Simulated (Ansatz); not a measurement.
```xyz
4

Si   -0.8746   -0.6032   -1.5472
Si    1.0862    0.1268    1.5253
Si   -1.0366   -0.2072    0.7108
Si    0.8251    0.6837   -0.6890
```

Geometry: r2SCAN-D4/def2-TZVP.

These are results of UKS PBE0-D4/def2-TZVP (Ansatz 0.2.0), not measurements.

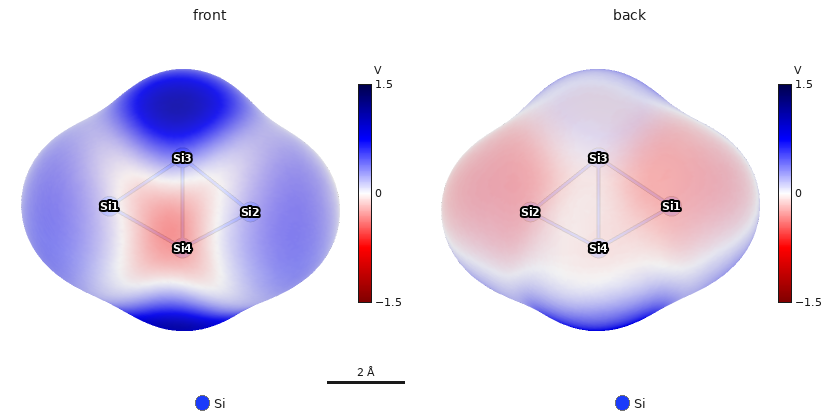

Si4 (quintet). The electrostatic potential painted on the density surface at 0.001 e/bohr³, seen from the front and from behind; the colour scale runs from red (negative) to blue (positive).

Question: Where is the surface potential most negative and most positive?

Answer: The most negative region (about −0.3 V) lies over Si1 and Si2, the most positive (about +1.0 V) over Si3 and Si4.
